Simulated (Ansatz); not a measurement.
# Photoemission of amorphous SiO, part 2 of 8

Aim: make a small model of amorphous SiO and see how disorder spreads its core levels and valence spectrum.

Ansatz 0.2.0; DFT, PBE, plane-wave PAW, scalar-relativistic; PAW set soft_1.

So far: The structure; Relaxing the atoms.

## Step 3: Dynamics at 3400 K

A short run with the thermostat set to 3400 K, starting from rest and too brief to equilibrate, lets the random network rearrange; the cutoff and mesh are cut down, since only a plausible structure is wanted. It starts from the last accepted geometry of the run before, which hadn't met its force target.

File input.yaml:

```yaml
crystal:
  lattice:
    - [8.4942445963, 0.0, 0.0]
    - [0.0, 8.4942445963, 0.0]
    - [0.0, 0.0, 8.4942445963]
  atoms:
    - { symbol: Si, position: [0.99673937, 0.6353821, 0.88504162] }
    - { symbol: Si, position: [0.00404745, 0.71430083, 0.31438723] }
    - { symbol: Si, position: [0.83664144, 0.13538155, 0.87355914] }
    - { symbol: Si, position: [0.51693061, 0.85864798, 0.44211913] }
    - { symbol: Si, position: [0.49136129, 0.63232568, 1.03212215] }
    - { symbol: Si, position: [0.30942575, 0.63061594, 0.72026111] }
    - { symbol: Si, position: [0.59846876, 0.52301025, 0.57824942] }
    - { symbol: Si, position: [0.9393976, 0.37918039, 0.30054338] }
    - { symbol: Si, position: [0.14619899, 0.13895585, 1.07721562] }
    - { symbol: Si, position: [-0.04058313, 0.79516818, 0.60053557] }
    - { symbol: Si, position: [0.35608205, 0.28611655, 0.93988099] }
    - { symbol: Si, position: [0.81821943, 0.59622029, 0.11695896] }
    - { symbol: Si, position: [0.46337422, 0.16545968, 0.64761144] }
    - { symbol: Si, position: [0.73936946, 0.0659403, 0.24045375] }
    - { symbol: Si, position: [0.18294011, 0.83657763, 1.11049392] }
    - { symbol: Si, position: [0.76787381, 0.29666558, 0.5854643] }
    - { symbol: Si, position: [0.79406861, 1.01707314, 0.61709902] }
    - { symbol: Si, position: [0.1974424, 0.90559224, 0.4954882] }
    - { symbol: O, position: [0.02348991, 0.14942777, 0.92667911] }
    - { symbol: O, position: [0.41311054, 0.4873647, 0.62824515] }
    - { symbol: O, position: [0.75290403, 0.07781857, 0.0425667] }
    - { symbol: O, position: [0.6260658, 0.9133987, 0.28323684] }
    - { symbol: O, position: [0.49859525, 0.18252053, 0.84925621] }
    - { symbol: O, position: [0.43739746, 0.68930756, 0.85083622] }
    - { symbol: O, position: [0.58988518, 0.96629746, 0.59884642] }
    - { symbol: O, position: [0.87323621, 0.6717459, 0.73732454] }
    - { symbol: O, position: [1.06682777, 0.24114316, 0.22612782] }
    - { symbol: O, position: [0.35709732, -0.04251961, 0.38029315] }
    - { symbol: O, position: [0.80753808, 0.31421899, 0.78754925] }
    - { symbol: O, position: [0.15401511, 0.53681407, 0.79550311] }
    - { symbol: O, position: [0.35749795, 0.73993996, 0.13429752] }
    - { symbol: O, position: [0.60238623, 0.68039529, 0.46477541] }
    - { symbol: O, position: [0.33024585, 0.76755548, 0.57811886] }
    - { symbol: O, position: [0.09753557, 0.79972173, 0.93311017] }
    - { symbol: O, position: [0.06897565, 0.52572727, 0.3418424] }
    - { symbol: O, position: [0.43413466, 0.44141394, 0.02681027] }
kpoints:
  mp_grid: { grid: [1, 1, 1] }
scf:
  occupations: { method: fermi_dirac, width: 0.1 }
  n_extra_bands: 24
hamiltonian:
  xc: pbe
  pseudopotentials: { kind: paw, azcp: { folder: soft_1 } }
output:
  forces: true
basis:
  ecutwfc: 320
md:
  timestep: 1.5
  n_steps: 495
  ensemble: nvt_langevin
  temperature: 3400
  seed: 1
```

The run is started by

```bash
> ansatz run input.yaml --threads 8 --pin off --max-ram 23552MiB --backend cpu --events-out ev --progress --plain --runs-dir out
```

Numbers of over 12 decimals in the logs are rounded to 6 here.

Output:

```text
Warning: md: disabling space-group detection — thermal motion breaks the input geometry's symmetry, so no spatial operation reduces the k-mesh or symmetrises the density; time reversal is kept, so that k and −k are solved as one point where they differ and the mesh holds both, and exact exchange and, on two spinor components, a DFT+U term hold to it where the run has them: on two components no moment then forms, and  [...]
[...]
Crystal: 36 atoms, lattice volume = 612.878 Å³
Basis set: ecut = 320 eV, 8025 PW (Γ), exchange–correlation on 100×100×100 points (8 copies of the dense FFT grid, shifted against one another)
Bands: 114, of which v1, the nominal top of the filled ones, is band 90 counted from 1 (89 counted from 0)
Symmetry: 1 space group operations
k-points: 1
[...]
SCF iter   1: F=—  HF=-21677.072341 eV  |F-HF|=—  |Δ(HF+E_count)|=         —  Δρ=6.62e-2  dr2=5.11e1  ethr=3.10e-3  ⟨swp⟩=10.0  Hψ=659  notcnv=0
[...]
SCF iter  15: F=-21664.382897 eV  HF=-21664.382897 eV  |F-HF|=3.12e-9  |Δ(HF+E_count)|=   1.32e-8  Δρ=1.10e-6  dr2=1.17e-8  ethr=2.00e-11  ⟨swp⟩=4.0  Hψ=371  notcnv=0
SCF 1 converged in 15 iterations: F = -21664.382897 eV  dr2 = 1.17e-8
[...]
md step     0: t =     0.00 fs  T =     0.0 K  F+E_penalty+E_count = -21664.38289717 eV  E_kin = 0.000000 eV  (15 SCF iters)
[...]
SCF iter   7: F=-21664.387120 eV  HF=-21664.387121 eV  |F-HF|=1.09e-8  |Δ(HF+E_count)|=   2.63e-8  Δρ=2.70e-6  dr2=3.21e-8  ethr=2.00e-11  ⟨swp⟩=5.0  Hψ=431  notcnv=0
SCF 2 converged in 7 iterations: F = -21664.387120 eV  dr2 = 3.21e-8
md step     1: t =     1.50 fs  T =   100.0 K  F+E_penalty+E_count = -21664.38712050 eV  E_kin = 0.465408 eV  (7 SCF iters)
[...]
SCF iter   8: F=-21664.378099 eV  HF=-21664.378099 eV  |F-HF|=7.14e-9  |Δ(HF+E_count)|=   2.15e-8  Δρ=1.90e-6  dr2=2.44e-8  ethr=2.00e-11  ⟨swp⟩=5.0  Hψ=373  notcnv=0
SCF 3 converged in 8 iterations: F = -21664.378099 eV  dr2 = 2.44e-8
md step     2: t =     3.00 fs  T =   220.5 K  F+E_penalty+E_count = -21664.37809911 eV  E_kin = 1.026143 eV  (8 SCF iters)
[... from here on, the SCF cycles and remarks between the steps are left out ...]
md step     3: t =     4.50 fs  T =   285.8 K  F+E_penalty+E_count = -21664.33339009 eV  E_kin = 1.329791 eV  (9 SCF iters)
md step     4: t =     6.00 fs  T =   350.2 K  F+E_penalty+E_count = -21664.25813993 eV  E_kin = 1.629714 eV  (9 SCF iters)
md step     5: t =     7.50 fs  T =   518.6 K  F+E_penalty+E_count = -21664.14201978 eV  E_kin = 2.413126 eV  (8 SCF iters)
md step     6: t =     9.00 fs  T =   549.3 K  F+E_penalty+E_count = -21663.98067955 eV  E_kin = 2.556049 eV  (8 SCF iters)
md step     7: t =    10.50 fs  T =   582.1 K  F+E_penalty+E_count = -21663.78614895 eV  E_kin = 2.708810 eV  (8 SCF iters)
md step     8: t =    12.00 fs  T =   663.6 K  F+E_penalty+E_count = -21663.57768837 eV  E_kin = 3.087893 eV  (8 SCF iters)
md step     9: t =    13.50 fs  T =   699.9 K  F+E_penalty+E_count = -21663.37546113 eV  E_kin = 3.257046 eV  (8 SCF iters)
md step    10: t =    15.00 fs  T =   710.3 K  F+E_penalty+E_count = -21663.18919813 eV  E_kin = 3.305283 eV  (9 SCF iters)
md step    11: t =    16.50 fs  T =   740.1 K  F+E_penalty+E_count = -21663.01986191 eV  E_kin = 3.443930 eV  (8 SCF iters)
md step    12: t =    18.00 fs  T =   839.5 K  F+E_penalty+E_count = -21662.84717411 eV  E_kin = 3.906615 eV  (8 SCF iters)
md step    13: t =    19.50 fs  T =   855.6 K  F+E_penalty+E_count = -21662.68003021 eV  E_kin = 3.981353 eV  (8 SCF iters)
md step    14: t =    21.00 fs  T =   949.2 K  F+E_penalty+E_count = -21662.53167263 eV  E_kin = 4.416970 eV  (8 SCF iters)
md step    15: t =    22.50 fs  T =  1044.7 K  F+E_penalty+E_count = -21662.37402323 eV  E_kin = 4.861397 eV  (8 SCF iters)
md step    16: t =    24.00 fs  T =  1021.3 K  F+E_penalty+E_count = -21662.19023806 eV  E_kin = 4.752280 eV  (8 SCF iters)
md step    17: t =    25.50 fs  T =  1051.1 K  F+E_penalty+E_count = -21661.98594578 eV  E_kin = 4.891129 eV  (8 SCF iters)
md step    18: t =    27.00 fs  T =  1051.5 K  F+E_penalty+E_count = -21661.75546380 eV  E_kin = 4.892849 eV  (8 SCF iters)
md step    19: t =    28.50 fs  T =  1039.2 K  F+E_penalty+E_count = -21661.51184755 eV  E_kin = 4.835558 eV  (8 SCF iters)
md step    20: t =    30.00 fs  T =   923.5 K  F+E_penalty+E_count = -21661.26929198 eV  E_kin = 4.297282 eV  (10 SCF iters)
md step    21: t =    31.50 fs  T =  1033.9 K  F+E_penalty+E_count = -21661.05035611 eV  E_kin = 4.811094 eV  (9 SCF iters)
md step    22: t =    33.00 fs  T =  1044.9 K  F+E_penalty+E_count = -21660.83365096 eV  E_kin = 4.862140 eV  (8 SCF iters)
md step    23: t =    34.50 fs  T =   908.6 K  F+E_penalty+E_count = -21660.59489800 eV  E_kin = 4.227839 eV  (9 SCF iters)
md step    24: t =    36.00 fs  T =   940.2 K  F+E_penalty+E_count = -21660.37954702 eV  E_kin = 4.374889 eV  (9 SCF iters)
md step    25: t =    37.50 fs  T =  1087.2 K  F+E_penalty+E_count = -21660.22900937 eV  E_kin = 5.059365 eV  (9 SCF iters)
md step    26: t =    39.00 fs  T =  1134.3 K  F+E_penalty+E_count = -21660.18105576 eV  E_kin = 5.278387 eV  (9 SCF iters)
md step    27: t =    40.50 fs  T =  1280.0 K  F+E_penalty+E_count = -21660.22341095 eV  E_kin = 5.956103 eV  (9 SCF iters)
md step    28: t =    42.00 fs  T =  1400.2 K  F+E_penalty+E_count = -21660.27251122 eV  E_kin = 6.515865 eV  (9 SCF iters)
md step    29: t =    43.50 fs  T =  1474.6 K  F+E_penalty+E_count = -21660.25366435 eV  E_kin = 6.861772 eV  (8 SCF iters)
md step    30: t =    45.00 fs  T =  1549.7 K  F+E_penalty+E_count = -21660.13258936 eV  E_kin = 7.211497 eV  (10 SCF iters)
md step    31: t =    46.50 fs  T =  1643.0 K  F+E_penalty+E_count = -21660.00101259 eV  E_kin = 7.645544 eV  (8 SCF iters)
md step    32: t =    48.00 fs  T =  1627.7 K  F+E_penalty+E_count = -21659.94176133 eV  E_kin = 7.574301 eV  (8 SCF iters)
md step    33: t =    49.50 fs  T =  1806.5 K  F+E_penalty+E_count = -21659.94686039 eV  E_kin = 8.406377 eV  (8 SCF iters)
md step    34: t =    51.00 fs  T =  1902.0 K  F+E_penalty+E_count = -21659.97529159 eV  E_kin = 8.850644 eV  (8 SCF iters)
md step    35: t =    52.50 fs  T =  1831.3 K  F+E_penalty+E_count = -21659.95431328 eV  E_kin = 8.521621 eV  (8 SCF iters)
md step    36: t =    54.00 fs  T =  1872.2 K  F+E_penalty+E_count = -21659.85957422 eV  E_kin = 8.711944 eV  (8 SCF iters)
md step    37: t =    55.50 fs  T =  1837.0 K  F+E_penalty+E_count = -21659.70686836 eV  E_kin = 8.548320 eV  (7 SCF iters)
md step    38: t =    57.00 fs  T =  1796.1 K  F+E_penalty+E_count = -21659.50809079 eV  E_kin = 8.357807 eV  (7 SCF iters)
md step    39: t =    58.50 fs  T =  1803.9 K  F+E_penalty+E_count = -21659.27561155 eV  E_kin = 8.393971 eV  (8 SCF iters)
[...]
md step    55: t =    82.50 fs  T =  2167.7 K  F+E_penalty+E_count = -21656.82537591 eV  E_kin = 10.087103 eV  (8 SCF iters)
md step    56: t =    84.00 fs  T =  2061.5 K  F+E_penalty+E_count = -21656.32511332 eV  E_kin = 9.593062 eV  (8 SCF iters)
md step    57: t =    85.50 fs  T =  1834.7 K  F+E_penalty+E_count = -21655.94194923 eV  E_kin = 8.537715 eV  (8 SCF iters)
md step    58: t =    87.00 fs  T =  1830.9 K  F+E_penalty+E_count = -21655.76324889 eV  E_kin = 8.519707 eV  (8 SCF iters)
md step    59: t =    88.50 fs  T =  1881.1 K  F+E_penalty+E_count = -21655.75415305 eV  E_kin = 8.753452 eV  (8 SCF iters)
md step    60: t =    90.00 fs  T =  1933.6 K  F+E_penalty+E_count = -21655.83781775 eV  E_kin = 8.997571 eV  (11 SCF iters)
md step    61: t =    91.50 fs  T =  1947.7 K  F+E_penalty+E_count = -21656.00448604 eV  E_kin = 9.063144 eV  (9 SCF iters)
md step    62: t =    93.00 fs  T =  2008.9 K  F+E_penalty+E_count = -21656.22128032 eV  E_kin = 9.348305 eV  (8 SCF iters)
md step    63: t =    94.50 fs  T =  1973.6 K  F+E_penalty+E_count = -21656.38616679 eV  E_kin = 9.183897 eV  (8 SCF iters)
md step    64: t =    96.00 fs  T =  2087.1 K  F+E_penalty+E_count = -21656.43845787 eV  E_kin = 9.712142 eV  (8 SCF iters)
md step    65: t =    97.50 fs  T =  2111.8 K  F+E_penalty+E_count = -21656.36929532 eV  E_kin = 9.826893 eV  (8 SCF iters)
SCF iter   1: F=—  HF=-21656.215398 eV  |F-HF|=—  |Δ(HF+E_count)|=         —  Δρ=7.06e-4  dr2=1.86e-3  ethr=1.37e-5  ⟨swp⟩=5.0  Hψ=363  notcnv=0  defer=5
[...]
SCF iter   7: F=-21656.214941 eV  HF=-21656.214941 eV  |F-HF|=1.29e-8  |Δ(HF+E_count)|=   5.57e-8  Δρ=2.10e-6  dr2=2.30e-8  ethr=2.00e-11  ⟨swp⟩=5.0  Hψ=381  notcnv=0
SCF 67 converged in 7 iterations: F = -21656.214941 eV  dr2 = 2.30e-8
[...]
md step    66: t =    99.00 fs  T =  1947.6 K  F+E_penalty+E_count = -21656.21494096 eV  E_kin = 9.062769 eV  (7 SCF iters)
SCF iter   1: F=—  HF=-21656.106355 eV  |F-HF|=—  |Δ(HF+E_count)|=         —  Δρ=9.30e-4  dr2=4.47e-3  ethr=1.04e-5  ⟨swp⟩=6.0  Hψ=349  notcnv=0  defer=5
[...]
SCF iter   7: F=—
```

Run time: 6 min. Hardware: 8 threads of Arm Neoverse V2, shared host; peak memory 0.53 GiB.

The column dr2 measures how far the density is from self-consistency, as an energy; F and HF (Harris–Foulkes) agree once it is small.

The trajectory, sampled:

```tsv
time (fs)	T (K)	potential (meV/atom)
0.0	0	0.0
49.5	1807	123.2
99.0	1948	226.9
148.5	2667	305.0
198.0	3789	288.7
247.5	2449	433.3
297.0	3215	405.6
346.5	2646	460.2
396.0	2458	520.8
445.5	3602	473.8
495.0	2872	400.0
544.5	2568	428.6
594.0	2592	382.0
643.5	2477	479.6
693.0	3390	476.6
742.5	3761	584.9
```

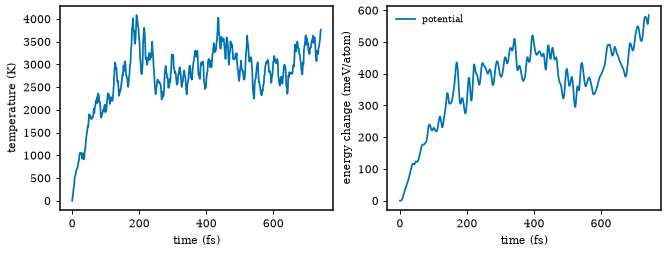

Temperature and energies against time.

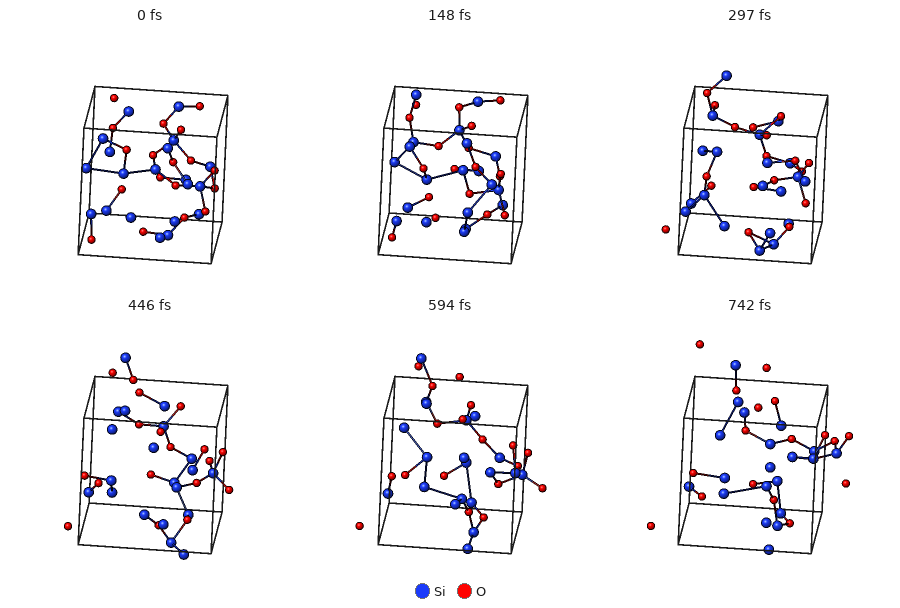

6 frames of the run. Bonds to atoms that aren't drawn are left out.

Mean square displacement at the end: Si 4.0 Å², O 5.9 Å².

Positions (Å) and forces (eV/Å) at 742.5 fs:

```xyz
36
Lattice="8.494 0.000 0.000 0.000 8.494 0.000 0.000 0.000 8.494" Properties=species:S:1:pos:R:3:forces:R:3 pbc="T T T"
Si    8.401    5.633    5.559   -0.647    1.005   -0.295
Si    1.118    5.630    2.237    0.873   -2.316    1.990
Si    5.664    3.209    8.876   -2.544   -2.518   -1.739
Si    3.815    9.508    5.267    1.402    0.326   -2.532
Si    3.798    5.955    8.638    0.182   -1.032   -0.353
Si    3.268    5.219    5.406    0.188   -2.204    0.133
Si    5.579    6.824    5.413   -0.377   -4.093   -0.934
Si    4.685    5.197    3.045    0.899   -1.069    2.181
Si   -0.874   -0.114    9.303   -1.271    0.314    1.013
Si   -1.354    8.275    5.921    2.055    0.704   -0.683
Si    2.187    2.704   10.162   -0.303   -1.133   -3.480
Si    6.193    5.642   -0.688   -0.403    2.523    0.087
Si    0.973    3.323    6.632    1.836   -1.621    1.694
Si    5.411    2.552    2.592   -0.353   -0.560    1.958
Si    0.875    5.929    8.509   -8.578   -2.762    7.110
Si    7.570    2.713    4.364   -1.308   -2.017    0.858
Si    5.800   10.660    6.603    5.407    0.735    2.405
Si    1.750    7.941    4.619   -1.181   -0.339   -1.236
O    -2.341    0.057    9.882   -0.009    1.623    0.753
O     2.474    3.551    5.931   -0.227    3.506   -1.418
O     7.579   -1.849    0.824    2.104    0.896   -2.831
O     4.116   10.209    3.392    0.366   -0.236    2.400
O     2.133    2.822    8.452   -1.789    0.104    1.455
O     3.881    4.387    7.994    1.721    1.339    0.582
O     4.304   10.283    6.640   -4.272   -1.413   -2.121
O     6.283    8.886    7.258    1.940    1.518   -2.120
O     8.892    0.824    0.628   -1.148   -1.432    0.022
O     2.260    0.747    5.561   -0.445   -0.515   -0.226
O     7.673    0.694    4.588   -0.237    0.776    1.735
O    -1.807    4.417    8.790    1.065    0.893    0.839
O     2.096    6.615   -0.202   11.883    5.557   -1.690
O     4.616    8.024    5.032   -3.076    3.649   -0.493
O     2.160    6.489    5.470   -0.077   -1.048    0.569
O     0.306    5.188    7.316   -1.229   -2.825   -4.782
O     2.317    4.172    2.330   -3.449    0.093    1.315
O     3.719    5.638    1.836    1.002    3.573   -2.166
```

The pair distribution g(r) has structure finer than the step of the table below, so its rows give means over 0.25 Å, whole bins alone (the curve runs from 0.0372 to 5.91 Å). Peaks (Å: height): Si–Si 2.787: 2.22, 2.936: 1.94, 3.307: 1.76, 3.456: 1.78, 3.753: 1.55, 4.943: 1.70, 5.537: 1.52; Si–O 1.598: 6.05, 3.530: 1.75, 3.902: 1.78; O–O 2.341: 1.20, 2.639: 2.69, 2.787: 2.93, 2.936: 2.11, 4.720: 1.66, 5.314: 1.49, 5.612: 1.29.

From the last frames. Pair distribution g(r) against r; means over each step:

```tsv
r (Å)	Si–Si	Si–O	O–O
1.25	0	0	0
1.50	0	2.51	0
1.75	0	3.06	0
2.00	0.0282	1.14	0.0577
2.25	0.543	0.413	0.547
2.50	0.463	0.355	1.48
2.75	1.60	0.632	2.24
3.00	1.41	0.629	1.66
3.25	1.47	0.942	0.956
3.50	0.942	1.38	0.723
3.75	0.928	1.22	0.507
4.00	0.919	1.33	0.735
4.25	0.883	0.949	0.920
4.50	1.05	0.988	0.766
4.75	0.847	0.771	1.20
5.00	1.32	0.720	0.982
5.25	0.905	0.954	1.29
5.50	0.997	0.947	1.05
5.75	0.795	1.07	0.949
```

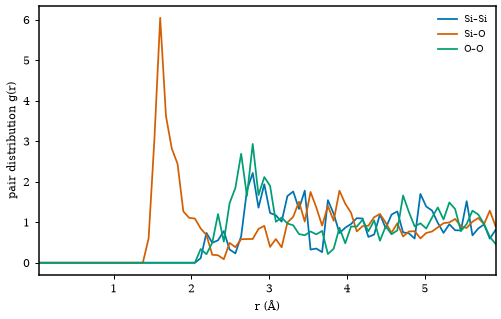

Pair distribution g(r) against r.

Beyond half the shortest lattice vector, 4.2 Å, g(r) counts periodic images.

A gap read on the k-mesh alone can miss the band edges.

This step gave:

| Quantity | Value |
| --- | --- |
| free energy | -21643.3277 eV |
| energy at zero smearing | -21643.1418 eV |
| smearing term TS | 0.3719 eV |
| Fermi energy | 4.208 eV |
| symmetry operations | 1 |
| gap on the k-mesh | 0.1381 eV |

[end of part 2 of 8]

[Logs are printed without paths, hosts, clocks, repeated set-up lines and the standing remarks that a program may print on its own settings, such as how far it seeks lower states.]

[Hosts, paths, dates, database ids (printed as entryN), source tags and the programs' standing remarks are cut or masked in the printed files.]

[Maps of the electrostatic potential energy from Ansatz leave out the sawtooth potential of an applied field or a dipole correction, so their vacuum need not be flat; work functions include it.]
